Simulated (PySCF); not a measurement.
C3H10Ge, SMILES CC[CH2][GeH3] at its GFN2-xTB optimised geometry (Å):

```
14

C      1.6236    -0.1640     1.2331
C      1.0526    -0.8473     0.0000
C     -0.4720    -0.8473     0.0000
Ge    -1.2836     0.9546     0.0000
H      1.2612    -0.6468     2.1385
H      1.3191     0.8827     1.2553
H      2.7105    -0.2067     1.2297
H      1.4132    -0.3332    -0.8950
H      1.4145    -1.8789    -0.0448
H     -0.8319    -1.3803    -0.8834
H     -0.8390    -1.3982     0.8687
H     -2.7105     0.8939    -0.4470
H     -1.2903     1.6040     1.3478
H     -0.5659     1.8789    -0.9324
```

Computed with PBE0/def2-TZVP run with PySCF.

Map of the Laplacian of the electron density (e/bohr⁵), clipped to [-1.50, 1.50] on the plane z = 0.6 Å:

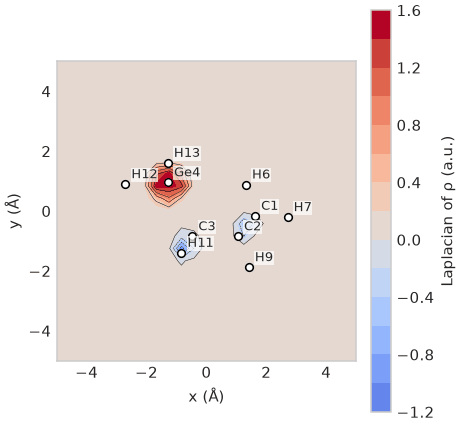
Laplacian of the electron density (e/bohr⁵), clipped to [-1.50, 1.50] on the plane z = 0.6 Å.
